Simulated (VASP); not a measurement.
Band structure of PbS. These are r2SCAN meta-GGA, VASP's PBE PAW potentials (set 64) (plane waves; VASP 6.6.1) values and carry that method's errors.

The cell holds a wide vacuum, so values per volume refer to the whole cell. Unless said otherwise, spin-orbit coupling is left out, though it shifts the bands of the heavy elements here.

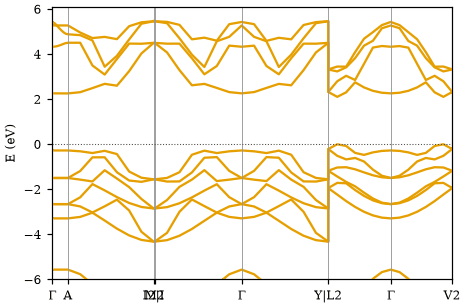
Bands along high-symmetry lines, zero at the valence-band maximum or, without a gap, the Fermi level

### Question
Read the plot: is there a gap, and where are the band edges?

### Answer
The gap is direct, 2.10 eV, from the valence maximum at L2-Γ at 0.14 to the conduction minimum at L2-Γ at 0.14.

The cell is a sheet with vacuum, built from a database entry that may be metastable or hypothetical.
